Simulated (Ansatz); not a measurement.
Fields on a plane of TiTe2 (CdI2 type)

```
TiTe2
1.0
    3.69732     0.00000     0.00000
   -1.84866     3.20197     0.00000
    0.00000     0.00000     6.38398
Ti Te
1 2
Direct
  0.00000   0.00000   0.00000
  0.33333   0.66667   0.27110
  0.66667   0.33333   0.72890
```

The slice is a (0001) plane (indices of the conventional cell) through the point (0.667, 0.333, 0.729) (fractional), spanned by u = [110] and v = [1 -1 0] in vectors of this cell: u (3.70 Å) and v (6.40 Å, at 90° to u). It covers one period; positions are fractions (u, v).

Atoms on it: Te at (0.00, 0.00); Te at (0.50, 0.50).

Calculation: PBE-D3(BJ) (plane waves to 420 eV, PAW, scalar-relativistic; Ansatz, a program for electronic structure). k mesh 15×15×8. These are valence fields of a PAW run, semicore shells included where kept as valence: close to a nucleus they are smooth pseudo fields. Spin-orbit coupling is left out, though Te is heavy. TiTe2 is run without spin polarisation. TiTe2 was relaxed with its symmetry unable to fall.

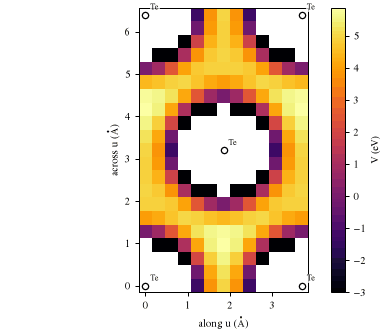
Fig. 1. Electrostatic potential energy of an electron, from the cell's mean, in eV, one period of the plane, atoms marked. Points within 1 Å of a nucleus are left white, as the pseudised field means little there. Values under -3 eV are set to -3. The zero, the cell's mean, hangs on the PAW cores.

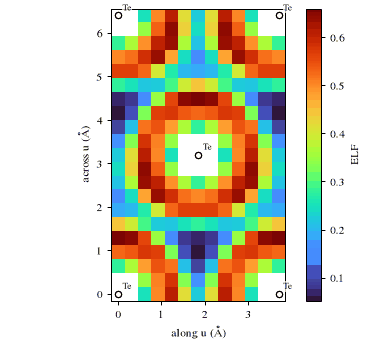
Electron localisation function (ELF), one period of the plane, atoms marked. Points within 0.5 Å of a nucleus are left white, as the pseudised field means little there.
